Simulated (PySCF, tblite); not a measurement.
# C3H2F3S−: dynamics, then NMR shifts on frames

How do NMR shifts of C3H2F3S− (`FC(F)(F)/C=C\[S-]`) change as the atoms move?

The runs use tblite 0.8.0 and PySCF 2.14.0, with density-fitted response routines of our own; the level of theory stands in each step. All values are computed, except where a source is named. Atoms are numbered from 0 throughout.

**1. Starting geometry**

9 atoms, charge -1, multiplicity 1; geometry from: GFN2-xTB.

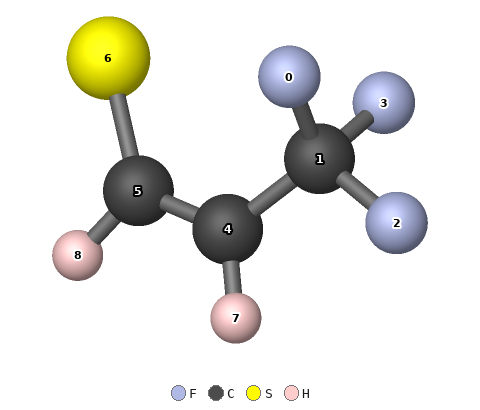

The starting geometry (fluorine light blue, carbon dark grey, sulfur yellow, hydrogen pink), atoms numbered; sticks join atoms by distance.

**2. A short Langevin run with GFN2-xTB**

The job: settings as JSON, then the geometry in Å.

```
{"job": {"kind": "md", "xc": "GFN2-xTB", "basis": "xTB", "temperature": 600, "steps": 2000, "every": 50, "frames": 5}, "charge": -1, "multiplicity": 1}
F     -1.230064     1.321526    -0.720879
C     -1.063913     0.186110     0.012414
F     -2.148237    -0.578507    -0.324034
F     -1.327617     0.575788     1.290125
C      0.180741    -0.551472    -0.201481
C      1.429516    -0.069573     0.044834
S      1.888725     1.431762     0.630766
H      0.037342    -1.550641    -0.584389
H      2.247069    -0.758999    -0.172536
```

Method: GFN2-xTB Langevin dynamics, gas phase.

Started as:

```console
OMP_NUM_THREADS=1 python probes_run.py task.json out
```

One launch serves the whole session: the jobs run in the order shown.

The program printed:

```text
t/fs     T/K      E/eV
    0.0   558.2   -683.33289
   25.0   341.5   -682.95645
   50.0   422.7   -682.92761
   75.0   370.8   -682.82046
  100.0   431.2   -683.02301
  125.0   591.0   -682.97351
  150.0   565.8   -682.91045
  175.0   545.0   -682.96962
  200.0   359.5   -682.97679
  225.0   483.6   -682.93546
  250.0   618.0   -682.59136
  275.0   732.5   -682.63494
  300.0   712.5   -682.66908
  325.0   666.6   -682.72558
  350.0   924.7   -682.81386
  375.0   696.5   -682.51586
  400.0   933.7   -682.70842
  425.0   658.8   -682.60069
  450.0   604.5   -682.52928
  475.0   972.2   -683.02616
  500.0   819.5   -682.77219
  525.0   699.9   -682.51488
  550.0   744.9   -682.50230
  575.0   655.7   -682.41531
  600.0   895.2   -682.89890
  625.0   732.2   -682.70849
  650.0   593.9   -682.49359
  675.0   718.9   -682.52317
  700.0   743.6   -682.46226
  725.0   972.9   -682.69674
  750.0   644.7   -682.65683
  775.0   506.7   -682.61864
  800.0   650.3   -682.82959
  825.0   640.3   -682.85063
  850.0   309.3   -682.57088
  875.0   525.6   -682.93565
  900.0   569.2   -683.04273
  925.0   511.9   -682.97545
  950.0   582.8   -682.96520
  975.0   518.0   -682.99211
 1000.0   480.2   -682.87477
```

It took 22 s on 1 thread of Intel Xeon at 2.50GHz, shared host; peak memory 0.18 GiB.

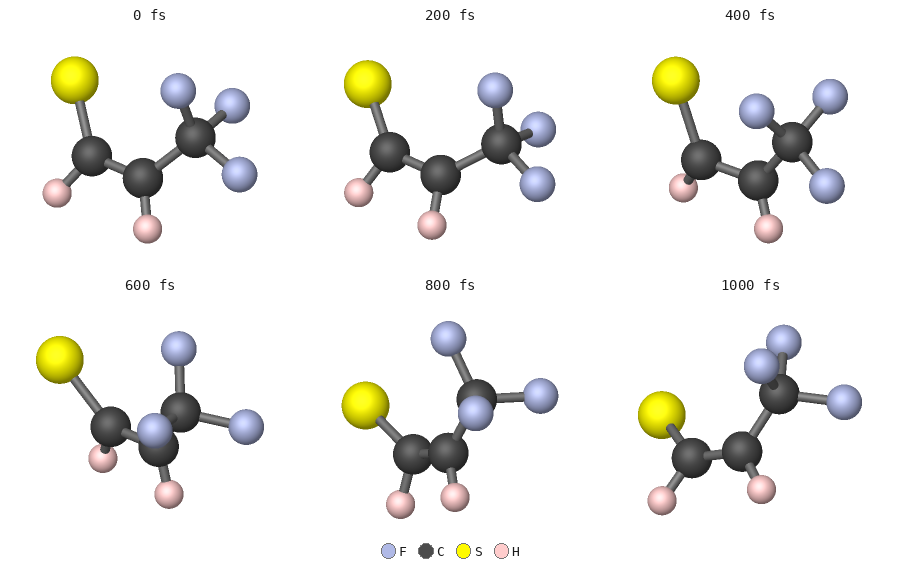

Frames of the run.

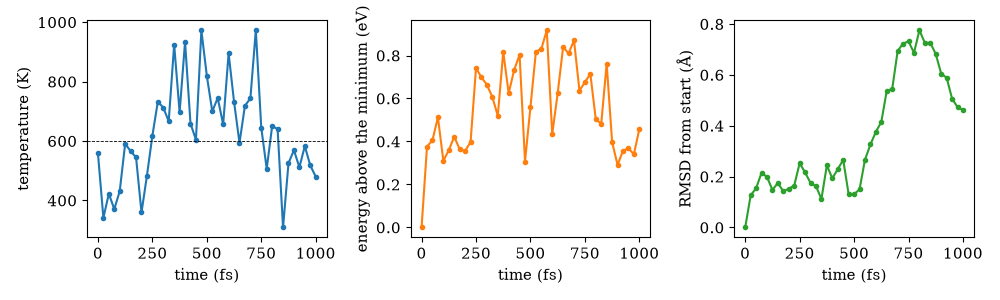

Temperature, potential energy and distance from the start.

Positions (Å) and forces (eV/Å) at 1000 fs:

```xyz
9

F    -1.945    1.629   -0.767   -0.179    1.407   -0.872
C    -1.688    0.835    0.270   -0.473    1.361    2.334
F    -2.951    0.506    0.670   -0.570   -0.793   -0.004
F    -1.370    1.709    1.359    0.338   -0.988   -1.594
C    -0.850   -0.245   -0.145    1.750   -0.368    1.250
C     0.503   -0.369    0.151   -0.688   -0.349   -0.849
S     1.618    0.383    1.169   -0.645    0.098   -0.234
H    -1.460   -0.969   -0.671    0.552   -0.061   -0.243
H     0.991   -1.106   -0.494   -0.085   -0.307    0.211
```

**3. Nuclear shieldings: 250 fs, PBE0/pcSseg-1**

The job: settings as JSON, then the geometry in Å.

```
{"job": {"kind": "nmr", "xc": "PBE0", "basis": "pcSseg-1", "pop": false}, "charge": -1, "multiplicity": 1}
F     -1.661800     0.968200    -0.426200
C     -1.119700    -0.194100     0.024500
F     -1.902300    -1.147000    -0.404300
F     -1.537600    -0.060800     1.359300
C      0.235400    -0.665700    -0.151300
C      1.559600    -0.257200    -0.077100
S      2.058800     1.196800     0.683700
H      0.065500    -1.690100    -0.387500
H      2.176800    -1.135300    -0.417500
```

Level: GIAO PBE0/pcSseg-1 NMR shielding, non-relativistic, gas phase.

The program printed:

```text
coarse grid: 9384 points
cycle   1  E = -812.4235975287  dE =  1.008e+00  |g| = 9.224e-01  |ddm| = 2.864e+00
cycle   2  E = -812.2499138904  dE =  1.737e-01  |g| = 1.374e+00  |ddm| = 1.832e+00
cycle   3  E = -812.5798090610  dE = -3.299e-01  |g| = 1.756e-01  |ddm| = 1.271e+00
cycle   4  E = -812.5871071477  dE = -7.298e-03  |g| = 6.805e-02  |ddm| = 2.807e-01
cycle   5  E = -812.5884087025  dE = -1.302e-03  |g| = 1.734e-02  |ddm| = 1.094e-01
cycle   6  E = -812.5884846398  dE = -7.594e-05  |g| = 3.329e-03  |ddm| = 2.504e-02
cycle   7  E = -812.5884862324  dE = -1.593e-06  |g| = 1.503e-03  |ddm| = 3.559e-03
final grid: 90928 points
cycle   8  E = -812.6510765447  dE = -2.780e-05  |g| = 8.895e-03  |ddm| = 2.401e-02
cycle   9  E = -812.6510393084  dE =  3.724e-05  |g| = 1.499e-02  |ddm| = 2.429e-02
cycle  10  E = -812.6510945494  dE = -5.524e-05  |g| = 8.857e-04  |ddm| = 1.814e-02
cycle  11  E = -812.6510947618  dE = -2.124e-07  |g| = 4.267e-04  |ddm| = 1.976e-03
cycle  12  E = -812.6510948008  dE = -3.903e-08  |g| = 8.640e-05  |ddm| = 4.181e-04
cycle  13  E = -812.6510948023  dE = -1.418e-09  |g| = 4.648e-05  |ddm| = 1.527e-04
cycle  14  E = -812.6510948027  dE = -4.434e-10  |g| = 6.807e-06  |ddm| = 3.650e-05
converged SCF energy = -812.6510948027

GIAO shielding tensors (ppm)
atom      isotropic    diamagn.    paramagn.     s11        s22        s33       span
  0 F      249.480     475.555    -226.075    154.439    244.444    349.556    195.117
  1 C       52.495     235.321    -182.826     40.000     52.444     65.040     25.040
  2 F      239.302     473.774    -234.472    182.285    204.885    330.738    148.454
  3 F      216.576     476.776    -260.199    104.922    183.472    361.335    256.413
  4 C       73.883     256.999    -183.116    -23.832    119.235    126.246    150.078
  5 C       -6.271     252.409    -258.680   -162.484      7.894    135.777    298.261
  6 S      299.741    1056.519    -756.778     89.628    170.170    639.424    549.796
  7 H       27.855      33.671      -5.815     23.639     25.275     34.652     11.013
  8 H       23.109      28.065      -4.956     21.297     22.128     25.902      4.605
```

Wall time 23 s (1 thread of Intel Xeon at 2.50GHz, shared host); peak memory 0.65 GiB.

Shifts follow as δ = σ(reference) − σ, with reference shieldings (ppm) from runs at the same level and on the same kind of geometry: ¹H TMS 31.72, ¹³C TMS 186.9, ¹⁹F CFCl3 170.9, ³³S CS2 504. The references are single molecules in the gas phase, so shifts against H2O, NH3, PH3, H3PO4 or CFCl3 are not on the usual liquid scales and can be off by tens of ppm. Each atom is listed at this fixed geometry, with no averaging over motion; a spectrum would average atoms that exchange fast.

| atoms | environment | σ (ppm) | δ (ppm) |
| --- | --- | --- | --- |
| C5 | alkene CH | -6.3 | 193.2 |
| C1 | CF3 carbon | 52.5 | 134.4 |
| C4 | alkene CH | 73.9 | 113.0 |
| H8 | hydrogen on an alkene CH | 23.11 | 8.61 |
| H7 | hydrogen on an alkene CH | 27.86 | 3.86 |
| F3 | fluorine of a CF3 group | 216.6 | -45.6 |
| F2 | fluorine of a CF3 group | 239.3 | -68.4 |
| F0 | fluorine of a CF3 group | 249.5 | -78.5 |
| S6 | sulfur bonded to C | 300 | 204 |

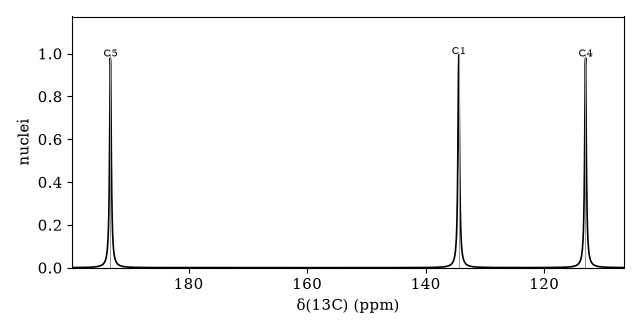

¹³C lines at the computed shifts, without couplings. Lines are broadened to a width of 0.32 ppm (Lorentzian).

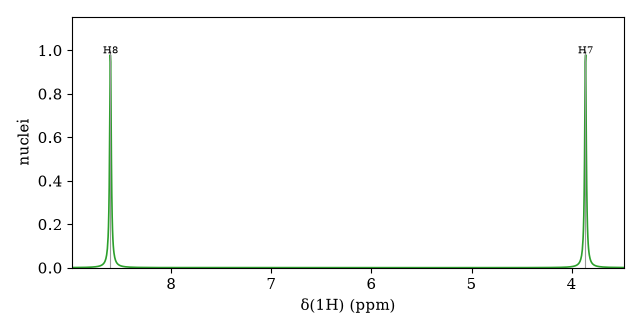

¹H lines at the computed shifts, without couplings. Lines are broadened to a width of 0.02 ppm (Lorentzian).

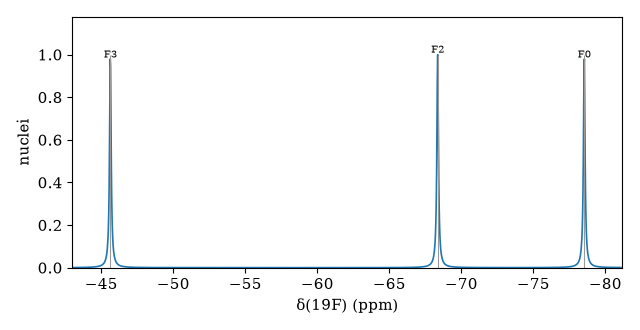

¹⁹F lines at the computed shifts, without couplings. Lines are broadened to a width of 0.13 ppm (Lorentzian).

**4. NMR shieldings: 425 fs, PBE0/pcSseg-1**

The job: settings as JSON, then the geometry in Å.

```
{"job": {"kind": "nmr", "xc": "PBE0", "basis": "pcSseg-1", "pop": false}, "charge": -1, "multiplicity": 1}
F     -0.598300     0.218800    -1.253200
C     -0.943100    -0.587200    -0.093200
F     -2.067700    -1.161100    -0.587500
F     -1.335700     0.280600     0.882100
C      0.258500    -1.305000     0.340700
C      1.405000    -0.604900     0.685100
S      1.802900     0.913200     0.335700
H      0.181500    -2.345600     0.789600
H      2.331700    -1.201000     0.880600
```

With the program's defaults for keys left out, this is: GIAO PBE0/pcSseg-1 NMR shielding, non-relativistic, gas phase.

The program printed:

```text
coarse grid: 9384 points
cycle   1  E = -812.3951928343  dE =  9.736e-01  |g| = 9.578e-01  |ddm| = 2.869e+00
cycle   2  E = -812.1623962638  dE =  2.328e-01  |g| = 1.540e+00  |ddm| = 2.008e+00
cycle   3  E = -812.5737672841  dE = -4.114e-01  |g| = 1.672e-01  |ddm| = 1.341e+00
cycle   4  E = -812.5792365900  dE = -5.469e-03  |g| = 7.629e-02  |ddm| = 2.483e-01
cycle   5  E = -812.5806369400  dE = -1.400e-03  |g| = 2.371e-02  |ddm| = 1.311e-01
cycle   6  E = -812.5807899120  dE = -1.530e-04  |g| = 3.830e-03  |ddm| = 3.919e-02
cycle   7  E = -812.5807922341  dE = -2.322e-06  |g| = 1.986e-03  |ddm| = 5.060e-03
final grid: 90928 points
cycle   8  E = -812.6443420798  dE = -3.112e-05  |g| = 8.444e-03  |ddm| = 2.176e-02
cycle   9  E = -812.6443098657  dE =  3.221e-05  |g| = 1.449e-02  |ddm| = 2.266e-02
cycle  10  E = -812.6443573564  dE = -4.749e-05  |g| = 9.401e-04  |ddm| = 1.710e-02
cycle  11  E = -812.6443575462  dE = -1.898e-07  |g| = 5.144e-04  |ddm| = 1.919e-03
cycle  12  E = -812.6443576110  dE = -6.486e-08  |g| = 9.197e-05  |ddm| = 5.243e-04
cycle  13  E = -812.6443576126  dE = -1.630e-09  |g| = 3.649e-05  |ddm| = 1.415e-04
cycle  14  E = -812.6443576129  dE = -2.560e-10  |g| = 8.970e-06  |ddm| = 2.841e-05
converged SCF energy = -812.6443576129

GIAO shielding tensors (ppm)
atom      isotropic    diamagn.    paramagn.     s11        s22        s33       span
  0 F      197.302     478.213    -280.911     68.773    149.925    373.208    304.435
  1 C       38.616     237.557    -198.941     25.512     41.833     48.504     22.993
  2 F      250.863     472.539    -221.676    170.421    236.560    345.607    175.186
  3 F      214.796     477.101    -262.305    141.231    183.802    319.354    178.124
  4 C       88.991     254.512    -165.521     -5.798    135.332    137.439    143.237
  5 C       -0.573     251.995    -252.567   -142.448     -3.485    144.215    286.663
  6 S      260.642    1058.641    -797.999   -167.103    194.526    754.505    921.608
  7 H       26.382      28.808      -2.425     24.697     25.872     28.578      3.881
  8 H       21.716      27.823      -6.107     16.121     19.603     29.422     13.301
```

Run time: 24 s. Hardware: 1 thread of Intel Xeon at 2.50GHz, shared host; peak memory 0.67 GiB.

This run: δ C5 187.5, C1 148.3, C4 97.9, F0 -26.4, H8 10.00, H7 5.33 ppm.

[end of part 1 of 2]
